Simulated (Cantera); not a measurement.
A closed system holds: 1 mol CuF2, 33 mol N2, 2.9 mol HF, equilibrated at 0.170 bar.

Equilibrium computed with Cantera from the NASA thermochemical tables; the gas is ideal and each condensed phase is pure. Candidate condensed phases: Cu, CuF2; 25 gas species. Equilibrium is a limit: real reactors are often held back by kinetics, nucleation or transport.

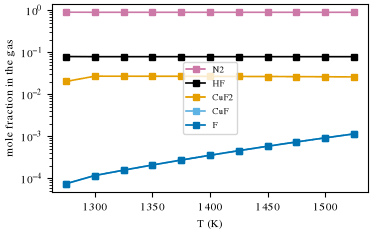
Equilibrium gas composition (values under 1e-9 drawn at 1e-9)

Question: Read off the mole fractions at 1300 K.

Answer: N2 about 0.89, HF about 0.079, CuF2 about 0.027, CuF about 0.00012, F about 0.00012.
